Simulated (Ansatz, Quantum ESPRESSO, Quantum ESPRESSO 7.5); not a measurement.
# Charging honeycomb PN, 1 layer

Wanted: the capacitance of honeycomb PN, 1 layer by the effective screening medium.

Calculated with Quantum ESPRESSO 7.5; plane-wave DFT, LDA, GBRV ultrasoft pseudopotentials (geometry by Ansatz 0.2.0 with PAW datasets; geometry under PBE).

### 1. Set-up

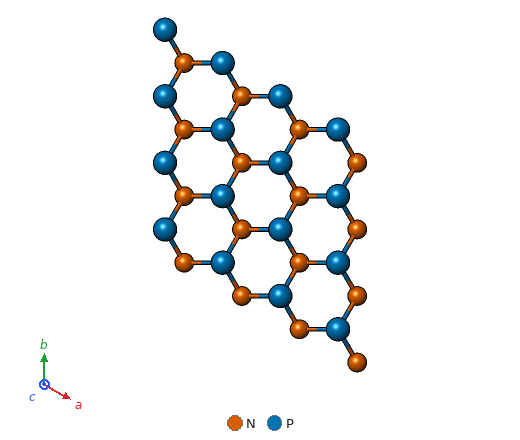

Start, viewed from above; nitrogen orange, phosphorus blue. 4×4×1 cells are drawn.

The cell holds 2 atoms: 1 N and 1 P. Its edges and angles: a = 2.730 Å, b = 2.730 Å, c = 16.860 Å, α = 90.0°, β = 90.0°, γ = 120.0°. It derives from PN. Vacuum lies along c.

This sheet is a model structure: its symmetry is held, and its stability is not tested here.

### 2. Geometry from Ansatz

The geometry comes first, from a plane-wave PAW code, so that the later runs on this slab share one structure.

Contents of input.yaml:

```yaml
crystal:
  lattice:
    - [2.73, 0.0, 0.0]
    - [-1.365, 2.3642493523, 0.0]
    - [0.0, 0.0, 16.86]
  atoms:
    - { symbol: "N", position: [0.6666666667, 0.3333333333, 0.4744958482] }
    - { symbol: P, position: [0.3333333333, 0.6666666667, 0.5255041518] }
kpoints:
  mp_grid: { grid: [12, 12, 1] }
hamiltonian:
  xc: pbe
scf:
  occupations: { method: fermi_dirac, width: 0.05 }
  convergence: { dr2_threshold: 1.0e-08 }
efield:
  axis: 3
  dipole_correction: true
  ramp_position: 0.97
  ramp_width: 0.04
relax:
  f_tol: 0.01
  cell: { fix: [c, alpha, beta] }
output:
  write_potential: true
  write_density: true
  volumetric_format: npy
```

Command:

```
$ ansatz run input.yaml --threads 2 --pin off --max-ram 4096MiB --backend cpu --events-out ev --progress --plain --runs-dir out
```

Numbers of over 12 decimals in the logs are rounded to 6 here.

The program printed:

```text
Warning: relax.cell: scf.convergence.dr2_threshold = 1e-8 eV is looser than the 2e-10 eV advised for a relaxation that steers and ends on the stress (1e-10 eV for each atom of the cell: 2). What an SCF threshold leaves in a stress goes as its square root, and in the free energy as the threshold itself, and one threshold admits the most on a small cell: [figures from the program's tests cut] Set scf.convergence.dr2_threshold to 2e-10 eV or tighter. The threshold is an SCF's pass mark: one that does not reach it within its budget of iterations ends unconverged, or closes short of it on a stop that the run arms, and scf.convergence.dr2_threshold's page says what that costs each kind of run
Engine: ansatz 0.2.0, aarch64-unknown-linux-gnu
Pseudopotentials: kind: paw
Pseudopotential: N, paw, valence charge 5, recommended cutoff 420 eV (normal), N.paw.azcp
Pseudopotential: P, paw, valence charge 5, recommended cutoff 420 eV (normal), P.paw.azcp
Functional definition: PBE
  parameter kappa = 0.804
  parameter beta = 0.066725
  exchange = pbe_x(kappa = kappa, mu = beta*pi^2/3)
  correlation = pbe_c(beta = beta)
Crystal: 2 atoms, lattice volume = 108.821 Å³
Basis set: ecut = 420 eV, 2139 PW (Γ), exchange–correlation on 40×40×240 points (8 copies of the dense FFT grid, shifted against one another)
Bands: 9, of which v1, the nominal top of the filled ones, is band 5 counted from 1 (4 counted from 0)
Symmetry: 6 space group operations
Space group: P3m1 (ITA 156), of the structure as read, at distance tolerance 4.8e-5 Å
k-points: 19 of 144 (time reversal used)
Non-local potential: N, projectors of the file, l = 0: 2, l = 1: 2, l = 2: 1
Non-local potential: P, projectors of the file, l = 0: 2, l = 1: 2, l = 2: 2
PAW form: soft (Blöchl's): semilocal exchange-correlation on the pseudo side does not see the compensation charge
PAW one-centre angular grid: N, 110 points (default); XC on 64 Gauss nodes
PAW one-centre angular grid: P, 110 points (default); XC on 64 Gauss nodes
Initial density: superposition of atomic densities (neutral atoms: chi_scale 0, normalization atom), corrected by the library's trained network
Initial wavefunctions: pseudopotential atomic-orbital guess
Functional: x = pbe(κ = 0.804, μ = 0.219515), c = pbe(β = 0.066725)
SCF iter   1: F=—  HF=-1139.084282 eV  |F-HF|=—  |Δ(HF+E_count)|=         —  Δρ=5.44e-3  dr2=5.22e-2  ethr=1.77e-3  p=0.051 e·Å  D=8.40e-2 V/Å  ΔV_dip=-1.42 eV  dr2_dipole=8.00e-3  V_vac-E_F(+/−)=5.15/6.56 eV  ⟨swp⟩=8.4  Hψ=1839  notcnv=0
efield: sawtooth ramp at fractional position 0.9700 (set: `efield.ramp_position`, or a place that a band, a saddle search or an elastic batch's reference lends), width 0.0400; the density the first Hamiltonian is built on has a dipole p = 0.051 e·Å; the dipole correction subtracts the counter field D = 8.40e-2 V/Å, which shifts the + side's vacuum level by -1.42 eV against the − side's; the planar-averaged density in the ramp window peaks in size at 1.1e-4 e/Å³
preconditioner: auto → none  [insulator: Δε(μ)=1.847 eV  Ē_g=13.855 eV  σ=0.050 eV  W_gap=1.00  n_scr=8 (ndim 8)  ℏωp=11.3 eV  f_vac=0.709  D(μ)=0.00/eV (n_scr^D=0)  ε∞_Penn≈1.7]
SCF iter   2: F=—  HF=-1139.095808 eV  |F-HF|=—  |Δ(HF+E_count)|=   1.15e-2  Δρ=6.42e-3  dr2=1.12e-1  ethr=5.22e-4  p=0.002 e·Å  D=2.50e-3 V/Å  ΔV_dip=-0.04 eV  dr2_dipole=1.47e-2  V_vac-E_F(+/−)=6.08/6.12 eV  ⟨swp⟩=4.3  Hψ=558  notcnv=0
SCF iter   3: F=—  HF=-1139.074261 eV  |F-HF|=—  |Δ(HF+E_count)|=   2.15e-2  Δρ=1.94e-3  dr2=3.82e-3  ethr=5.22e-4  p=0.024 e·Å  D=4.03e-2 V/Å  ΔV_dip=-0.68 eV  dr2_dipole=1.56e-4  V_vac-E_F(+/−)=5.70/6.38 eV  ⟨swp⟩=3.1  Hψ=380  notcnv=0
SCF iter   4: F=—  HF=-1139.074523 eV  |F-HF|=—  |Δ(HF+E_count)|=   2.62e-4  Δρ=4.69e-4  dr2=1.46e-4  ethr=3.82e-5  p=0.025 e·Å  D=4.12e-2 V/Å  ΔV_dip=-0.69 eV  dr2_dipole=4.22e-6  V_vac-E_F(+/−)=5.72/6.41 eV  ⟨swp⟩=3.0  Hψ=348  notcnv=0
SCF iter   5: F=—  HF=-1139.074650 eV  |F-HF|=—  |Δ(HF+E_count)|=   1.27e-4  Δρ=1.09e-4  dr2=1.32e-5  ethr=1.46e-6  p=0.024 e·Å  D=3.99e-2 V/Å  ΔV_dip=-0.67 eV  dr2_dipole=8.44e-7  V_vac-E_F(+/−)=5.74/6.41 eV  ⟨swp⟩=2.5  Hψ=335  notcnv=0
SCF iter   6: F=—  HF=-1139.074672 eV  |F-HF|=—  |Δ(HF+E_count)|=   2.11e-5  Δρ=2.46e-5  dr2=5.02e-7  ethr=1.32e-7  p=0.024 e·Å  D=4.00e-2 V/Å  ΔV_dip=-0.67 eV  dr2_dipole=6.98e-8  V_vac-E_F(+/−)=5.74/6.41 eV  ⟨swp⟩=2.6  Hψ=263  notcnv=0
SCF iter   7: F=—  HF=-1139.074672 eV  |F-HF|=—  |Δ(HF+E_count)|=   4.67e-7  Δρ=6.75e-6  dr2=7.55e-8  ethr=5.02e-9  p=0.024 e·Å  D=4.02e-2 V/Å  ΔV_dip=-0.68 eV  dr2_dipole=8.68e-9  V_vac-E_F(+/−)=5.73/6.41 eV  ⟨swp⟩=2.5  Hψ=284  notcnv=0
SCF iter   8: F=-1139.074672 eV  HF=-1139.074672 eV  |F-HF|=4.91e-9  |Δ(HF+E_count)|=   1.42e-8  Δρ=9.03e-7  dr2=7.29e-10  ethr=1.00e-10  p=0.024 e·Å  D=4.02e-2 V/Å  ΔV_dip=-0.68 eV  dr2_dipole=5.81e-11  V_vac-E_F(+/−)=5.73/6.41 eV  ⟨swp⟩=8.7  Hψ=1188  notcnv=0
SCF 1 converged in 8 iterations: F = -1139.074672 eV  dr2 = 7.29e-10
  greatest PAW one-centre occupation: 0.811 electrons in one spin orbital (limit 2), on the N atom at site 0 (counted from 0), in its partial waves of l = 0
relax step   1: F+E_penalty+E_count = -1139.07467203 eV  Δ(F+E_penalty+E_count) = +0.000e0 eV  max|allowed force component| = 1.397e-1 eV/Å  Δτ_max = 0.0000 Å  P = +0.044 GPa  Ω = 108.821 Å³  fix = [c, alpha, beta]  reactions: c +0.167 GPa  (8 SCF iters, accepted)
Crystal: 2 atoms, lattice volume = 108.510 Å³
Initial density: handed on by an earlier stage of this run
Initial wavefunctions: those handed on with the density
iter 1 solved again at ethr=3.00e-6 eV; its pass at ethr=3.10e-3 eV (dr2=3.00e-4 eV) is discarded
SCF iter   1: F=—  HF=-1139.075373 eV  |F-HF|=—  |Δ(HF+E_count)|=         —  Δρ=3.83e-4  dr2=3.13e-4  ethr=3.00e-6  p=0.024 e·Å  D=4.02e-2 V/Å  ΔV_dip=-0.68 eV  dr2_dipole=4.33e-5  V_vac-E_F(+/−)=5.75/6.42 eV  ⟨swp⟩=2.4  Hψ=1562  notcnv=0
efield: sawtooth ramp at fractional position 0.9700 (set: `efield.ramp_position`, or a place that a band, a saddle search or an elastic batch's reference lends), width 0.0400; the density the first Hamiltonian is built on has a dipole p = 0.024 e·Å; the dipole correction subtracts the counter field D = 4.02e-2 V/Å, which shifts the + side's vacuum level by -0.68 eV against the − side's; the planar-averaged density in the ramp window peaks in size at 7.3e-7 e/Å³
preconditioner: auto → none  [insulator: Δε(μ)=1.820 eV  Ē_g=14.018 eV  σ=0.050 eV  W_gap=1.00  n_scr=8 (ndim 8)  ℏωp=11.3 eV  f_vac=0.710  D(μ)=0.00/eV (n_scr^D=0)  ε∞_Penn≈1.6]
[...]
preconditioner: auto → none  [insulator: Δε(μ)=1.824 eV  Ē_g=14.000 eV  σ=0.050 eV  W_gap=1.00  n_scr=8 (ndim 8)  ℏωp=11.3 eV  f_vac=0.711  D(μ)=0.00/eV (n_scr^D=0)  ε∞_Penn≈1.6]
SCF iter   2: F=—  HF=-1139.075295 eV  |F-HF|=—  |Δ(HF+E_count)|=   1.32e-5  Δρ=5.82e-5  dr2=7.19e-6  ethr=1.00e-7  p=0.026 e·Å  D=4.27e-2 V/Å  ΔV_dip=-0.72 eV  dr2_dipole=8.42e-7  V_vac-E_F(+/−)=5.72/6.44 eV  ⟨swp⟩=2.0  Hψ=259  notcnv=0
SCF iter   3: F=—  HF=-1139.075294 eV  |F-HF|=—  |Δ(HF+E_count)|=   1.00e-6  Δρ=2.87e-5  dr2=2.01e-6  ethr=7.19e-8  p=0.026 e·Å  D=4.31e-2 V/Å  ΔV_dip=-0.73 eV  dr2_dipole=2.63e-7  V_vac-E_F(+/−)=5.71/6.44 eV  ⟨swp⟩=2.5  Hψ=241  notcnv=0
SCF iter   4: F=—  HF=-1139.075294 eV  |F-HF|=—  |Δ(HF+E_count)|=   3.30e-7  Δρ=1.13e-5  dr2=1.97e-7  ethr=2.01e-8  p=0.026 e·Å  D=4.30e-2 V/Å  ΔV_dip=-0.72 eV  dr2_dipole=2.15e-8  V_vac-E_F(+/−)=5.72/6.44 eV  ⟨swp⟩=1.5  Hψ=192  notcnv=0
SCF iter   5: F=-1139.075294 eV  HF=-1139.075294 eV  |F-HF|=3.28e-9  |Δ(HF+E_count)|=   1.56e-8  Δρ=2.24e-6  dr2=5.85e-9  ethr=1.00e-10  p=0.026 e·Å  D=4.29e-2 V/Å  ΔV_dip=-0.72 eV  dr2_dipole=4.94e-10  V_vac-E_F(+/−)=5.72/6.44 eV  ⟨swp⟩=9.1  Hψ=1197  notcnv=0
SCF 3 converged in 5 iterations: F = -1139.075294 eV  dr2 = 5.85e-9
relax step   3: F+E_penalty+E_count = -1139.07529395 eV  Δ(F+E_penalty+E_count) = -1.763e-7 eV  max|allowed force component| = 1.405e-2 eV/Å  Δτ_max = 0.0003 Å  P = +0.033 GPa  Ω = 108.581 Å³  energy of the carried Pulay correction = +1.306e-4 eV  fix = [c, alpha, beta]  reactions: c +0.009 GPa  (5 SCF iters, accepted)
[...]
relax step   4: F+E_penalty+E_count = -1139.07526383 eV  Δ(F+E_penalty+E_count) = +3.013e-5 eV  max|allowed force component| = 7.326e-5 eV/Å  Δτ_max = 0.0002 Å  P = -0.003 GPa  Ω = 108.663 Å³  energy of the carried Pulay correction = +8.570e-5 eV  fix = [c, alpha, beta]  reactions: c -0.009 GPa  (5 SCF iters, accepted)
Initial wavefunctions: pseudopotential atomic-orbital guess (no wavefunctions were taken with the density)
iter 1 solved again at ethr=1.48e-6 eV; its pass at ethr=3.10e-3 eV (dr2=1.48e-4 eV) is discarded
SCF iter   1: F=—  HF=-1139.075147 eV  |F-HF|=—  |Δ(HF+E_count)|=         —  Δρ=5.47e-6  dr2=1.94e-8  ethr=1.48e-6  p=0.026 e·Å  D=4.32e-2 V/Å  ΔV_dip=-0.73 eV  dr2_dipole=1.16e-9  V_vac-E_F(+/−)=5.71/6.44 eV  ⟨swp⟩=3.5  Hψ=2379  notcnv=0
efield: sawtooth ramp at fractional position 0.9700 (set: `efield.ramp_position`, or a place that a band, a saddle search or an elastic batch's reference lends), width 0.0400; the density the first Hamiltonian is built on has a dipole p = 0.026 e·Å; the dipole correction subtracts the counter field D = 4.32e-2 V/Å, which shifts the + side's vacuum level by -0.73 eV against the − side's; the planar-averaged density in the ramp window peaks in size at 7.2e-7 e/Å³
eigensolver tolerance schedule: the retry pair's looser diagonalisation over-reported the residual by 7665.16 of it (diagonalisation noise at an unbounded share of the residual, at the tolerance the schedule requests for it); recorded, not acted on — ethr = c·dr2/N_el stays at c = 1.0e-1
preconditioner: auto → none  [insulator: Δε(μ)=1.823 eV  Ē_g=13.991 eV  σ=0.050 eV  W_gap=1.00  n_scr=8 (ndim 8)  ℏωp=11.3 eV  f_vac=0.711  D(μ)=0.00/eV (n_scr^D=0)  ε∞_Penn≈1.6]
SCF iter   2: F=—  HF=-1139.075162 eV  |F-HF|=—  |Δ(HF+E_count)|=   1.58e-5  Δρ=5.97e-6  dr2=6.96e-8  ethr=1.94e-10  p=0.026 e·Å  D=4.31e-2 V/Å  ΔV_dip=-0.73 eV  dr2_dipole=8.02e-9  V_vac-E_F(+/−)=5.71/6.44 eV  ⟨swp⟩=4.1  Hψ=423  notcnv=0
SCF iter   3: F=-1139.075162 eV  HF=-1139.075162 eV  |F-HF|=1.10e-9  |Δ(HF+E_count)|=   1.18e-8  Δρ=1.93e-6  dr2=1.26e-9  ethr=1.00e-10  p=0.026 e·Å  D=4.32e-2 V/Å  ΔV_dip=-0.73 eV  dr2_dipole=1.00e-10  V_vac-E_F(+/−)=5.71/6.44 eV  ⟨swp⟩=10.3  Hψ=1539  notcnv=0
SCF 5 converged in 3 iterations: F = -1139.075162 eV  dr2 = 1.26e-9
relax step   5: F+E_penalty+E_count = -1139.07516241 eV  Δ(F+E_penalty+E_count) = +1.014e-4 eV  max|allowed force component| = 2.488e-5 eV/Å  Δτ_max = 0.0000 Å  P = -0.004 GPa  Ω = 108.663 Å³  fix = [c, alpha, beta]  reactions: c +0.001 GPa  stress off target by 6.76e-3 GPa on what of the cell is left free  SCF on the basis re-selected at this cell (its energy is not comparable with the rows above)  (3 SCF iters)
basis re-selected at this cell: Δ(F+E_penalty+E_count) = +1.014e-4 eV, ΔP = -0.001 GPa vs the last step (what re-selecting the basis moved, of the pressure what is left beyond the Pulay correction that the steps carried, after the strain that the cell walked since its last selection, with what the two solves' SCF thresholds leave and, on support functions, any second-order correction that the steps lacked; it is no m [...]
WARN: The output density's exchange-correlation potential varies sharply where the density is thin. Do not read a vacuum level from v_tot or v_xc, or from such a field of the output density. On a cell that repeats whose density bears no net charge and no dipole along the vacuum's axis use v_es (v_loc + v_h of the components); under efield.dipole_correction with no amplitude use v_es + v_field, which holds any externa [...]
SCF converged after 3 iterations
Free energy (F): -1139.075162 eV
Harris-Foulkes:  -1139.075162 eV  (|F-HF|=1.10e-9)
Internal energy: -1139.075162 eV  (E = F + TS)
E sigma→0 (E₀):  -1139.075162 eV
Fermi energy:    -2.847396 eV
Dipole field:    D = 0.043139 V/Å  (p = 0.025906 e·Å, saw-weighted, corrected)
Work function:   Φ+ = 5.7143 eV   Φ− = 6.4416 eV
Levels:          The Fermi level and band energies are counted from a zero that moves with the ramp; work functions are not
--- Per-component energies (eV) ---
  E_band       = -110.897782
  E_kinetic    = 202.547341
  E_local      = -3165.107267  (includes V_loc(G=0)·N_el)
  E_nonlocal   = 78.942312
  E_hartree    = 1468.207914
  E_xc         = -121.846101
  E_vxc        = -137.487007  (∫ρ·V_xc dr)
  E_paw        = -696.103733  (= ΣΔE_a)
  E_vpaw       = -26.138079  (= ΣTr[D̂ρ^β])
  E_aug_tail   = 0.000093  (compensation charges beyond the density's cutoff)
  E_efield     = 0.000559  (sawtooth field / dipole correction)
  E_vefield    = -0.071615  (∫n·V_field dr)
  E_ewald      = 1094.283719
  E_smearing   = -0.000000  (= −TS)
  E_closure    = 0.000000  (closes the sum)
  Σ components = -1139.075162   (vs F -1139.075162, Δ=0.00e0)
--- Forces (eV/Å), atoms counted from 1 ---
  atom   1  N      0.00000000     0.00000000    -0.00003087
  atom   2  P      0.00000000    -0.00000000     0.00001890
  max |Σ_I F_I| component: 1.20e-5 eV/Å
--- Stress (GPa, compression-positive) ---
       -0.006765      -0.000000       0.000000
       -0.000000      -0.006765       0.000000
       -0.000000       0.000000       0.000662
  P = ⅓ Tr σ = -0.0043 GPa (-0.043 kbar)
--- Band table (eV; the first three rows and the last of 19) ---
  k-point 0: bands = ["-23.3686", "-11.6584", "-6.1714", "-6.1714", "-4.5575", "0.8665", "2.5469", "2.9674", "2.9674"]
  k-point 1: bands = ["-23.2269", "-11.5345", "-6.9598", "-6.3580", "-4.4002", "1.2948", "2.4532", "2.8584", "3.2079"]
  k-point 2: bands = ["-22.8083", "-11.2235", "-8.5809", "-6.8167", "-4.1327", "1.0150", "2.4930", "3.5703", "3.7190"]
  k-point 18: bands = ["-19.3082", "-14.3545", "-12.0723", "-6.6259", "-4.6590", "-1.4052", "2.2764", "5.9990", "8.2479"]
--- Relaxed structure (4 steps of the walk, 4 accepted, 1 SCFs on fresh bases) ---
  F+E_penalty+E_count = -1139.07516241 eV   max|allowed force component| = 2.488e-5 eV/Å   (the final SCF, on the basis selected at the relaxed cell)
  cell:  # Å, volume = 108.6634 Å³
    - [2.728021, 0, 0]
    - [-1.364010, 2.362535, 0]
    - [0, 0, 16.86]
  atoms:
    - { symbol: N, position: [0.666667, 0.333333, 0.474285] }
    - { symbol: P, position: [0.333333, 0.666667, 0.525715] }
```

It took 5.2 s on 2 threads of Arm Neoverse V2, shared host; peak memory 0.33 GiB; 9.5 s of CPU time.

The steps of the relaxation:

```
step  energy less that of the first step (eV)  largest force component (eV/Å)  pressure (GPa)  volume (Å³)
   1                                   0.0000                          0.1397            0.04       108.82
   2                                  -0.0006                          0.0282            0.06       108.51
   3                                  -0.0006                          0.0140            0.03       108.58
   4                                  -0.0006                          0.0001            0.00       108.66
  5*                                  -0.0005                          0.0000            0.00       108.66
```

Relaxation steps marked * repeat the geometry before them on a plane-wave basis chosen anew for their cell, so energy and pressure can jump there.

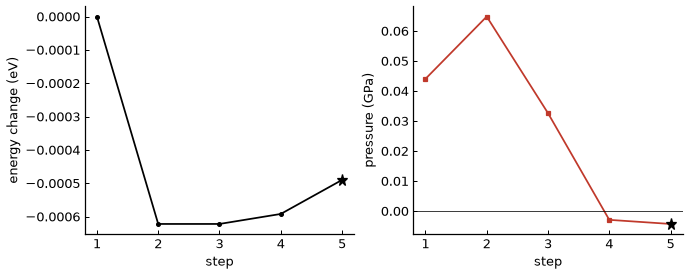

Energy and pressure along the relaxation. Stars mark steps on a basis chosen anew.

| cell as run | before | after | change |
| --- | --- | --- | --- |
| a (Å) | 2.730 | 2.728 | -0.1 % |
| b (Å) | 2.730 | 2.728 | -0.1 % |

The relaxed structure:

```cif
data_structure
_symmetry_space_group_name_H-M 'P 1'
_symmetry_Int_Tables_number 1
_cell_length_a 2.7280
_cell_length_b 2.7280
_cell_length_c 16.8600
_cell_angle_alpha 90.000
_cell_angle_beta 90.000
_cell_angle_gamma 120.000
_cell_volume 108.66
loop_
_atom_site_label
_atom_site_type_symbol
_atom_site_fract_x
_atom_site_fract_y
_atom_site_fract_z
_atom_site_occupancy
N1 N 0.66667 0.33333 0.47428 1
P2 P 0.33333 0.66667 0.52572 1
```

This step gave:

| Item | Value |
| --- | --- |
| free energy | -1139.0752 eV |
| Fermi energy | -2.847 eV |
| gap by band count | 1.823 eV |
| symmetry operations | 6 |
| dipole along the normal | 0.02591 e·Å |
| vacuum level at the upper face over a Fermi level inside the gap | 5.714 eV |
| vacuum level at the lower face over a Fermi level inside the gap | 6.442 eV |

(Part 1 of 5 ends here.)

[Logs are printed without paths, hosts, clocks, repeated set-up lines and the standing remarks that a program may print on its own settings, such as how far it seeks lower states.]

[Hosts, paths, dates, database ids (printed as entryN), source tags and the programs' standing remarks are cut or masked in the printed files.]

[Maps of the electrostatic potential energy from Ansatz leave out the sawtooth potential of an applied field or a dipole correction, so their vacuum need not be flat; planar profiles and work functions include it.]
